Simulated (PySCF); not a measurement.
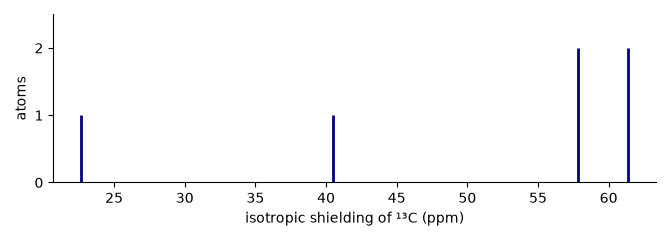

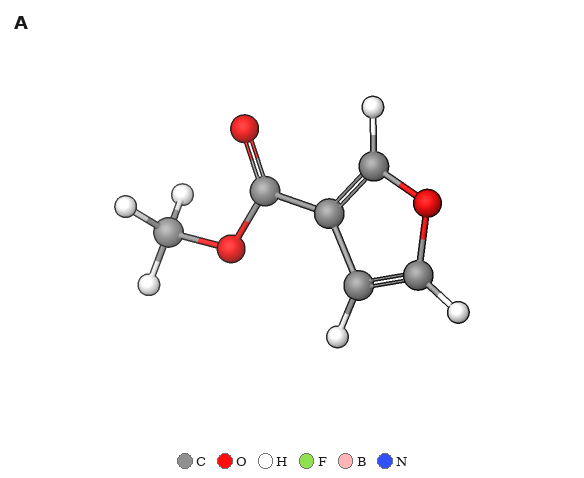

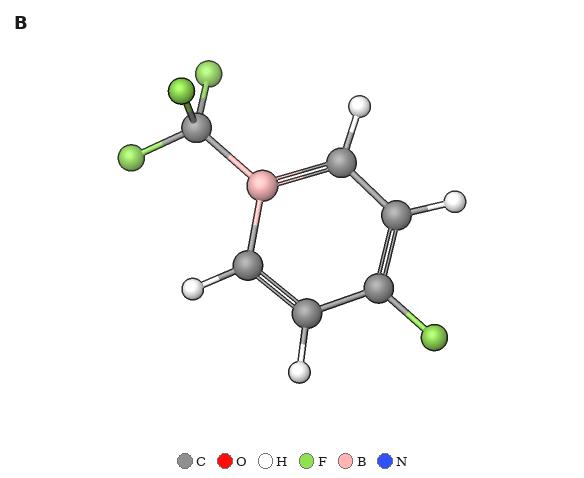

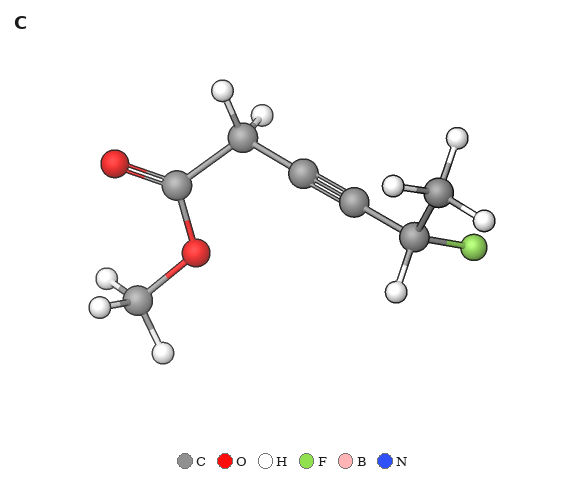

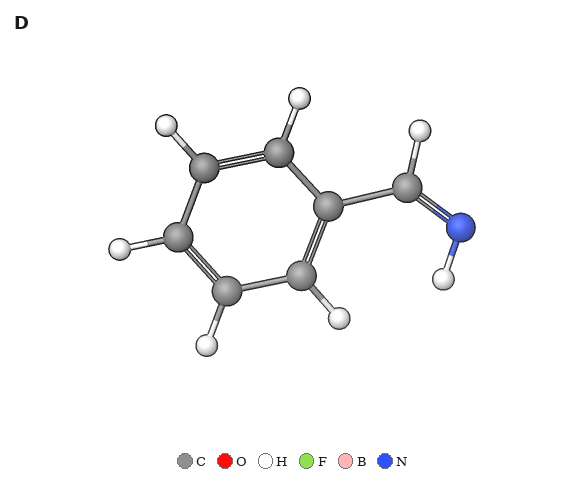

The sticks are computed shieldings of one of the molecules, for one fixed geometry (PBE0-D3(BJ)/def2-SVP) without averaging over rotations. Low shielding means a high chemical shift. Method: GIAO PBE0/pcSseg-1 NMR shielding, non-relativistic, IEF-PCM water (PySCF 2.14.0).

> Match the spectrum to a structure.

B, `Fc1cc[b-](C(F)(F)F)cc1`. Its 6 C atoms give lines at 22.6, 40.5, 57.9 (2 atoms), 61.4 (2 atoms) ppm.
